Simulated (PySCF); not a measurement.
**SnSiH4ClF (SMILES [F][SnH]([SiH3])[Cl]) at 3 levels**

Aim: a comparison of 3 runs (HF/3-21G, B2PLYP/def2-TZVP, r2SCAN/def2-TZVP) of SnSiH4ClF. The job is set up through a Python script.

The results are computed with PySCF 2.14.0.

## 1. The system as given

SnSiH4ClF: 8 atoms, total charge 0, spin state singlet. As SMILES, `[F][SnH]([SiH3])[Cl]`. The shape is that of a PBE0-D4/def2-TZVP optimisation.

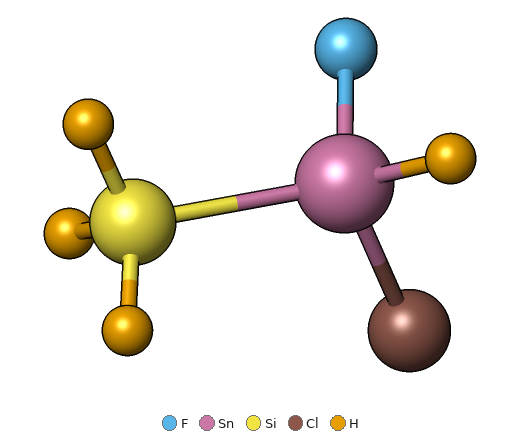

The structure, seen from a chosen angle (fluorine blue, tin pink, silicon yellow, chlorine brown, hydrogen amber).

## 2. Energy and forces at HF/3-21G (run 1)

File input.py:

```python
import pyscf.grad
from pyscf import gto

system = gto.M(
    atom=[
    ('F', (-2.164400, 1.207300, 0.065000)),
    ('Sn', (-0.491100, 0.743900, -0.760400)),
    ('Si', (0.772400, -0.710700, 0.928600)),
    ('Cl', (-1.103700, -0.588800, -2.566200)),
    ('H', (0.081000, 2.212200, -1.406000)),
    ('H', (1.077500, 0.107800, 2.127500)),
    ('H', (2.025400, -1.174900, 0.284900)),
    ('H', (-0.104900, -1.854000, 1.270900)),
],
    basis='3-21g',
    charge=0,
    spin=0,
    max_memory=1860,
    verbose=3,
)

mf = system.RHF()
mf.conv_tol = 1e-10
mf.kernel()
if not mf.converged:
    mf = mf.newton().run(mf.mo_coeff, mf.mo_occ)

e_final = mf.e_tot
print('Final energy', e_final)
grad = mf.Gradients().kernel()
mf.analyze()
```

On the command line:

```console
OMP_NUM_THREADS=1 python input.py
```

What it wrote:

```text
converged SCF energy = -6842.27590432237
[... 18 lines left out ...]
MO #9   energy= -26.9786881300493  occ= 2
[... 12 lines left out ...]
MO #22  energy= -6.1401727469692   occ= 2
[... 12 lines left out ...]
MO #35  energy= -1.43806708393623  occ= 2
[... 12 lines left out ...]
MO #48  energy= 0.0713340708914316 occ= 0
[... 12 lines left out ...]
MO #61  energy= 0.477627791611456  occ= 0
[... 12 lines left out ...]
MO #74  energy= 3.69185707934353   occ= 0
[... 9 lines left out ...]
Dipole moment(X, Y, Z, Debye):  3.85968,  0.89694,  2.25275
```

Run time: 3.9 s. Hardware: 1 thread of Intel Xeon 6975P-C (Granite Rapids), shared host; peak memory 0.14 GiB.

## 3. The energy at B2PLYP/def2-TZVP (core potential) (run 2)

File run.py:

```python
from pyscf import gto, dft, mp

mol = gto.Mole()
mol.atom = '''
F     -4.090123     2.281466     0.122832
Sn    -0.928044     1.405767    -1.436948
Si     1.459624    -1.343028     1.754800
Cl    -2.085691    -1.112671    -4.849415
H      0.153068     4.180452    -2.656955
H      2.036180     0.203712     4.020392
H      3.827451    -2.220239     0.538383
H     -0.198232    -3.503552     2.401653
'''
mol.verbose = 3
mol.basis = 'def2-tzvp'
mol.ecp = {'Sn': 'def2-svp'}
mol.max_memory = 1860
mol.unit = 'bohr'
mol.build()

mf = dft.RKS(mol)
mf.xc = '0.53*HF + 0.47*B88, 0.73*LYP'
mf.conv_tol = 1e-10
mf.grids.level = 5
mf.kernel()
if not mf.converged:
    mf = mf.newton().run(mf.mo_coeff, mf.mo_occ)

pt = mp.MP2(mf, frozen=15).run()
energy = mf.e_tot + 0.27 * pt.e_corr
print('PT2 part  %.8f' % (0.27 * pt.e_corr))
print('Final energy', energy)
dip = mf.dip_moment()
pop, q = mf.mulliken_pop()
```

On the command line:

```console
OMP_NUM_THREADS=1 python run.py
```

What it wrote:

```text
converged SCF energy = -1065.57838700879
[... 3 lines left out ...]
Final energy -1065.8622857027215
Dipole moment(X, Y, Z, Debye):  3.66760, -0.06218,  1.56081
[... 188 lines left out ...]
charge of    7H =     -0.00619
```

Run time: 40 s. Hardware: 1 thread of Intel Xeon 6975P-C (Granite Rapids), shared host; peak memory 1.6 GiB.

## 4. Energy and forces at r2SCAN/def2-TZVP (core potential) (run 3)

File job.py:

```python
# [F][SnH]([SiH3])[Cl]
import pyscf.grad
from pyscf import gto, dft

mol = gto.M(
    atom='''
F     -2.164400     1.207300     0.065000
Sn    -0.491100     0.743900    -0.760400
Si     0.772400    -0.710700     0.928600
Cl    -1.103700    -0.588800    -2.566200
H      0.081000     2.212200    -1.406000
H      1.077500     0.107800     2.127500
H      2.025400    -1.174900     0.284900
H     -0.104900    -1.854000     1.270900
''',
    max_memory=1860,
    charge=0,
    verbose=4,
    ecp={'Sn': 'def2-svp'},
    spin=0,
    basis='def2-tzvp',
)

mf = dft.RKS(mol)
mf.xc = 'r2scan'
mf.grids.level = 5
mf.conv_tol = 1e-10
mf.kernel()
if not mf.converged:
    mf = mf.newton().run(mf.mo_coeff, mf.mo_occ)

etot = mf.e_tot
print(f'total energy: {etot:.8f} hartree')
grad = mf.Gradients().kernel()
mf.analyze()
```

On the command line:

```console
OMP_NUM_THREADS=1 python job.py
```

What it wrote:

```text
PySCF version 2.14.0

[... 126 lines left out ...]
MO #19  energy= -1.00565171968341  occ= 2
[... 31 lines left out ...]
MO #51  energy= 0.254465443779825  occ= 0
[... 31 lines left out ...]
MO #83  energy= 0.942358833303002  occ= 0
[... 31 lines left out ...]
MO #115 energy= 1.9484338765681    occ= 0
[... 31 lines left out ...]
MO #147 energy= 2.89735317017885   occ= 0
[... 31 lines left out ...]
MO #179 energy= 113.638427186867   occ= 0
[... 190 lines left out ...]
Dipole moment(X, Y, Z, Debye):  3.41094, -0.04794,  1.53040
```

Run time: 1.8 min. Hardware: 1 thread of Intel Xeon 6975P-C (Granite Rapids), shared host; peak memory 2.5 GiB.

## 5. Overview of the runs

```
run                              level      task  core potential   energy (Eh)  dipole moment (D)  HOMO energy (eV)  LUMO energy (eV)  wall time
  1                           HF/3-21G  gradient               –  -6842.275904               4.56            -11.25              1.94      3.9 s
  2  B2PLYP/def2-TZVP (core potential)    energy        def2-svp  -1065.862286               3.99             -9.44             -0.04       40 s
  3  r2SCAN/def2-TZVP (core potential)  gradient        def2-svp  -1066.365991               3.74             -7.53             -1.85    1.8 min
```

## 6. Outcome

| quantity | value |
| --- | --- |
| run 3: total energy | -1066.36599 Eh |
| run 3: dipole moment | 3.74 D |
| run 3: HOMO energy | -7.53 eV |
| run 3: LUMO energy | -1.85 eV |
| run 3: HOMO–LUMO gap | 5.68 eV |
| run 3: largest force on an atom | 0.134 eV/Å |

What this shows: The dipole moment (its size) runs from 3.74 D (r2SCAN/def2-TZVP) to 4.56 D (HF/3-21G). The two ends differ in method and basis and core potential. The HOMO–LUMO gap runs from 5.68 eV (r2SCAN/def2-TZVP) to 13.19 eV (HF/3-21G). Totals of different functionals can't be ranked against each other. Some runs of one species differ in core potentials or relativity; totals across that change don't compare. In run 1 relativity is left out where basis or elements ask for it. All runs together took 2.5 min, the longest 1.8 min.
